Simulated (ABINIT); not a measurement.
# Quasiparticle gap of CdS (Greenockite) in ABINIT

Aim: the G0W0 gap of CdS (Greenockite) on PBE, step by step.

Program: ABINIT 10.8.3. Level of theory: PBE and many-body steps on it, plane waves. Results are calculated unless marked as measured.

**What was measured.**

- Gap 2.44 eV: direct optical gap from Tauc plot of (alpha h nu)^2; UV-Vis diffuse reflectance, Tauc plot; powder (hydrothermally grown snowflake-like CdS powder, without cocatalyst) (“Electric double layer-mediated polarization field for optimizing photogenerated carrier dynamics and thermodynamics”, 2023, pmc:10275871).

- Gap 2.5809 ± 0.0002 eV: A gap, Gamma7c-Gamma9v, natural isotopic composition; exciton reflectance; bulk crystal (natural CdS) (quoted in “Isotope dependence of band-gap energy”, 2008, arxiv:0807.2152).

- Gap 2.5963 ± 0.0002 eV: B gap, Gamma7c-Gamma7v, natural isotopic composition; exciton reflectance; bulk crystal (natural CdS) (quoted in “Isotope dependence of band-gap energy”, 2008, arxiv:0807.2152).

### 1. The starting structure

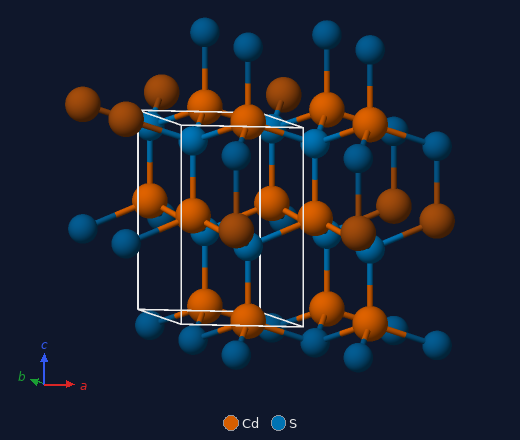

The starting structure, seen slightly off an axis (cadmium orange, sulfur blue). 2×2×1 cells are drawn. Some periodic images of atoms are drawn too.

Structure file:

```cif
data_structure
_symmetry_space_group_name_H-M 'P 1'
_symmetry_Int_Tables_number 1
_cell_length_a 4.1370
_cell_length_b 4.1370
_cell_length_c 6.7144
_cell_angle_alpha 90.000
_cell_angle_beta 90.000
_cell_angle_gamma 120.000
_cell_volume 99.52
loop_
_atom_site_label
_atom_site_type_symbol
_atom_site_fract_x
_atom_site_fract_y
_atom_site_fract_z
_atom_site_occupancy
Cd1 Cd 0.66667 0.33333 0.00000 1
Cd2 Cd 0.33333 0.66667 0.50000 1
S3 S 0.66667 0.33333 0.37500 1
S4 S 0.33333 0.66667 0.87500 1
```

The cell and positions come from the Crystallography Open Database and are kept as given unless a step says otherwise.

### 2. Ground state

This step: ABINIT 10.8.3; DFT, PBE, plane waves, norm-conserving pseudopotentials.

The ground-state density comes first.

run.abi

```
acell 3*1.0 Angstrom
rprim 
  4.137000000025 -0.000000000006 0.000000000000
  -2.068500000008 3.582747095481 0.000000000000
  0.000000000000 0.000000000000 6.714400000000
ntypat 2
znucl 48 16
natom 4
typat 1 1 2 2
xred 
  0.666666666667 0.333333333333 0.000000000000
  0.333333333333 0.666666666667 0.500000000000
  0.666666666667 0.333333333333 0.375000000000
  0.333333333333 0.666666666667 0.875000000000
pp_dirpath "pseudos"
pseudos "Cd.upf, S.upf"
ecut 47
ngkpt 3 3 4
nshiftk 1
shiftk 0 0 0
kptopt 1
chksymbreak 0
nband 32
occopt 1
tolvrs 1e-08
nstep 60
prtwf 0
optforces 0
optstress 0
indata_prefix "in"
outdata_prefix "out"
tmpdata_prefix "tmp"
```

Command:

```console
$ OMP_NUM_THREADS=1 mpirun -n 4 abinit run.abi > log
```

Numbers of over 12 decimals in the logs are rounded to 6 here.

The program printed:

```text
.Version 10.8.3 of ABINIT. v10.8.2 released Aug 2026.

 Symmetries : space group P6_3 m c (#186); Bravais hP (primitive hexag.)
================================================================================
 Values of the parameters that define the memory need of the present run
     intxc =       0    ionmov =       0      iscf =       7    lmnmax =       6
     lnmax =       6     mgfft =      80  mpssoang =       3    mqgrid =    3916
     natom =       4  nloc_mem =       1    nspden =       1   nspinor =       1
    nsppol =       1      nsym =      12    n1xccc =    2501    ntypat =       2
    occopt =       1   xclevel =       2
-    mband =          32        mffmem =           1         mkmem =           3
       mpw =       10374          nfft =      200000          nkpt =           9
================================================================================
  Rough estimation (10% accuracy) of disk space for files :
================================================================================

--------------------------------------------------------------------------------
------------- Echo of variables that govern the present computation ------------
--------------------------------------------------------------------------------
 -outvars: echo values of preprocessed input variables --------
            acell      1.8897261259E+00  1.8897261259E+00  1.8897261259E+00 Bohr

      chksymbreak           0
             ecut      4.70000000E+01 Hartree
-          fftalg         312

              ixc     -101130
              kpt      0.00000000E+00  0.00000000E+00  0.00000000E+00
                       3.33333333E-01  0.00000000E+00  0.00000000E+00
                       3.33333333E-01  3.33333333E-01  0.00000000E+00
                       0.00000000E+00  0.00000000E+00  2.50000000E-01
                       3.33333333E-01  0.00000000E+00  2.50000000E-01
                       3.33333333E-01  3.33333333E-01  2.50000000E-01
                       0.00000000E+00  0.00000000E+00  5.00000000E-01
                       3.33333333E-01  0.00000000E+00  5.00000000E-01
                       3.33333333E-01  3.33333333E-01  5.00000000E-01
         kptrlatt        3    0    0      0    3    0      0    0    4
          kptrlen      2.34533909E+01
P           mkmem           3
            natom           4
            nband          32
            ngfft          50      50      80
             nkpt           9
            nstep          60
             nsym          12
           ntypat           2
              occ      2.000000  2.000000  2.000000  2.000000  2.000000  2.000000
                       2.000000  2.000000  2.000000  2.000000  2.000000  2.000000
                       2.000000  2.000000  2.000000  2.000000  2.000000  2.000000
                       2.000000  2.000000  2.000000  2.000000  2.000000  2.000000
                       2.000000  2.000000  0.000000  0.000000  0.000000  0.000000
                       0.000000  0.000000
        optforces           0
        optstress           0
            prtwf           0
            rprim      4.1370000000E+00 -6.0000000000E-12  0.0000000000E+00
                      -2.0685000000E+00  3.5827470955E+00  0.0000000000E+00
                       0.0000000000E+00  0.0000000000E+00  6.7144000000E+00
          spgroup         186

           tolvrs      1.00000000E-08

             xred      6.6666666667E-01  3.3333333333E-01  0.0000000000E+00
[...]
znucl       48.00000   16.00000

================================================================================

 chkinp: Checking input parameters for consistency.

================================================================================
== DATASET  1 ==================================================================
-   mpi_nproc: 4, omp_nthreads: 1 (-1 if OMP is not activated)

--- !DatasetInfo
iteration_state: {dtset: 1, }
dimensions: {natom: 4, nkpt: 9, mband: 32, nsppol: 1, nspinor: 1, nspden: 1, mpw: 10374, }
cutoff_energies: {ecut:  47.0, pawecutdg:  -1.0, }
electrons: {nelect:   5.20000000E+01, charge:   0.00000000E+00, occopt:   1.00000000E+00, tsmear:   1.00000000E-02, }

 Real(R)+Recip(G) space primitive vectors, cartesian coordinates (Bohr,Bohr^-1):
 R(1)=  7.8177970  0.0000000  0.0000000  G(1)=  0.1279133  0.0738508  0.0000000
 R(2)= -3.9088985  6.7704108  0.0000000  G(2)=  0.0000000  0.1477015  0.0000000
 R(3)=  0.0000000  0.0000000 12.6883771  G(3)=  0.0000000  0.0000000  0.0788123
 Unit cell volume ucvol=  6.7159196E+02 bohr^3
 Angles (23,13,12)=  9.00000000E+01  9.00000000E+01  1.20000000E+02 degrees

 getcut: wavevector=  0.0000  0.0000  0.0000  ngfft=  50  50  80
         ecut(hartree)=     47.000   => boxcut(ratio)=   2.04301

--- Pseudopotential description ------------------------------------------------
- Cd Generated using ONCVPSP code by D. R. Hamann
- 48.00000  20.00000  171031                  znucl, zion, pspdat
12 -101130 2 -1 1368                          pspcod,pspxc,lmax,lloc,mmax
     nproj     2     2     2
  pspatm : epsatm=   23.16453630
         --- l  ekb(1:nproj) -->
[...]
pspatm: atomic psp has been read  and splines computed

- S Generated using ONCVPSP code by D. R. Hamann
- 16.00000   6.00000  171031                  znucl, zion, pspdat
12 -101130 2 -1 1146                          pspcod,pspxc,lmax,lloc,mmax
     nproj     2     2     2
  pspatm : epsatm=    9.01821529
         --- l  ekb(1:nproj) -->
[...]
pspatm: atomic psp has been read  and splines computed

   3.34700617E+03                                ecore*ucvol(ha*bohr**3)
--------------------------------------------------------------------------------

_setup2: Arith. and geom. avg. npw (full set) are   10335.861   10335.834

================================================================================

--- !BeginCycle
iteration_state: {dtset: 1, }
solver: {iscf: 7, nstep: 60, nline: 4, wfoptalg: 0, }
tolerances: {tolvrs: 1.00E-08, }

     iter   Etot(hartree)      deltaE(h)  residm     vres2
 ETOT  1  -367.19799258597    -3.672E+02 1.953E+00 1.409E+04
 ETOT  2  -369.80851661036    -2.611E+00 6.762E-02 2.293E+04
 ETOT  3  -372.46323085201    -2.655E+00 1.941E-02 3.045E+03
 ETOT  4  -372.70050882150    -2.373E-01 3.199E-02 1.102E+03
 ETOT  5  -372.81012524264    -1.096E-01 4.070E-02 1.635E+02
 ETOT  6  -372.82991111300    -1.979E-02 6.591E-03 4.015E-01
 ETOT  7  -372.82960327128     3.078E-04 1.171E-03 3.381E+00
 ETOT  8  -372.83003215256    -4.289E-04 1.643E-03 4.482E-02
 ETOT  9  -372.83003457667    -2.424E-06 4.348E-04 2.807E-02
 ETOT 10  -372.83003832963    -3.753E-06 3.601E-04 3.297E-05
 ETOT 11  -372.83003833812    -8.499E-09 1.437E-04 5.941E-07
 ETOT 12  -372.83003833824    -1.200E-10 9.242E-05 4.755E-08
 ETOT 13  -372.83003833824     4.377E-12 5.838E-05 3.506E-09

 At SCF step   13       vres2   =  3.51E-09 < tolvrs=  1.00E-08 =>converged.

--- !ResultsGS
iteration_state: {dtset: 1, }
comment   : Summary of ground state results
lattice_vectors:
- [  7.8177970,  -0.0000000,   0.0000000, ]
- [ -3.9088985,   6.7704108,   0.0000000, ]
- [  0.0000000,   0.0000000,  12.6883771, ]
lattice_lengths: [   7.81780,    7.81780,   12.68838, ]
lattice_angles: [ 90.000,  90.000, 120.000, ] # degrees, (23, 13, 12)
lattice_volume:   6.7159196E+02
convergence: {deltae:  4.377E-12, res2:  3.506E-09, residm:  5.838E-05, diffor:  0.000E+00, }
etotal    :  -3.72830038E+02
entropy   :   0.00000000E+00
fermie    :   1.60565230E-01
cartesian_stress_tensor: null
pressure_GPa: null
xred      :
- [  6.6667E-01,   3.3333E-01,   0.0000E+00, Cd]
- [  3.3333E-01,   6.6667E-01,   5.0000E-01, Cd]
- [  6.6667E-01,   3.3333E-01,   3.7500E-01,  S]
- [  3.3333E-01,   6.6667E-01,   8.7500E-01,  S]
cartesian_forces: null
force_length_stats: {min: null, max: null, mean: null, }

 Integrated electronic density in atomic spheres:
 ------------------------------------------------
 Atom  Sphere_radius  Integrated_density
[...]
4        2.00000          3.92166339
================================================================================

 ----iterations are completed or convergence reached----

 Mean square residual over all n,k,spin=   63.677E-08; max=  58.384E-06
 reduced coordinates (array xred) for    4 atoms
       0.666666666667      0.333333333333      0.000000000000
       0.333333333333      0.666666666667      0.500000000000
       0.666666666667      0.333333333333      0.375000000000
       0.333333333333      0.666666666667      0.875000000000
 rms dE/dt=  0.0000E+00; max dE/dt=  0.0000E+00; dE/dt below (all hartree)
    1       0.000000000000      0.000000000000      0.000000000000
    2       0.000000000000      0.000000000000      0.000000000000
    3       0.000000000000      0.000000000000      0.000000000000
    4       0.000000000000      0.000000000000      0.000000000000

 cartesian coordinates (angstrom) at end:
    1      2.068500     1.194249     0.000000
    2      3e-12     2.388498     3.357200
    3      2.068500     1.194249     2.517900
    4      3e-12     2.388498     5.875100
 length scales=  1.889726125908  1.889726125908  1.889726125908 bohr
              =  1.000000000000  1.000000000000  1.000000000000 angstroms
 prteigrs : about to open file out_EIG
 Fermi (or HOMO) energy (hartree) =   0.16057   Average Vxc (hartree)=  -0.34259
 Eigenvalues (hartree) for nkpt=   9  k points:
 kpt#   1, nband= 32, wtk=  0.02778, kpt=  0.0000  0.0000  0.0000 (reduced coord)
  -3.56532   -3.56532   -2.13456   -2.13454   -2.13443   -2.13443   -2.13443   -2.13443
  -0.29322   -0.27715   -0.12388   -0.12293   -0.12293   -0.11972   -0.11972   -0.10812
  -0.10812   -0.10475   -0.10475   -0.09209   -0.00119    0.13221    0.13221    0.15866
   0.16057    0.16057    0.20460    0.26256    0.39705    0.39705    0.40922    0.43793
 prteigrs : prtvol=0 or 1, do not print more k-points.

--- !EnergyTerms
iteration_state     : {dtset: 1, }
comment             : Components of total free energy in Hartree
kinetic             :  1.30825456377855E+02
hartree             :  1.30688402895007E+02
xc                  : -5.48549440984619E+01
Ewald energy        : -1.98435159911346E+02
psp_core            :  4.98369007657193E+00
local_psp           : -3.97528008349814E+02
non_local_psp       :  1.14905246719468E+01
total_energy        : -3.72830038338240E+02
total_energy_eV     : -1.01452221773257E+04
band_energy         : -4.21538920729171E+01

== END DATASET(S) ==============================================================
================================================================================

 -outvars: echo values of variables after computation  --------
           etotal     -3.7283003834E+02
            nband          32
             nkpt           9
          spgroup         186
 [... the other variables as echoed above ...]

 Calculation completed.
```

Wall time 53 s (4 MPI ranks of Arm Neoverse V1, shared host); peak memory 0.53 GiB.

Numbers from this step:

- total energy: -10145.2222 eV
- gap: 1.198 eV
- k of the valence top: 0, 0, 0
- k of the conduction bottom: 0, 0, 0
- least direct gap: 1.198 eV

The gap is direct, at Γ.

(Continued in part 2 of 3.)

[Paths, hosts, dates, memory and timing lines, banners, echoed tables and standing remarks are left out of the program output.]

[Logs are printed without paths, hosts, clocks, repeated set-up lines and the standing remarks that a program may print on its own settings, such as how far it seeks lower states.]

[Runs of the session that timed out or met a known fault of the program may be left out.]

[Hosts, paths, dates, database ids (printed as entryN), source tags and the programs' standing remarks are cut or masked in the printed files.]

[G0W0 gaps are taken among the corrected bands and points alone; a level outside them can change the order at an edge.]

[Where Ansatz stands beside ABINIT at settings called matched, ABINIT's density can come from a denser mesh and the files from another edition; pairs whose starting gaps differed by over 0.03 eV were left out, so agreement reads better than it is.]
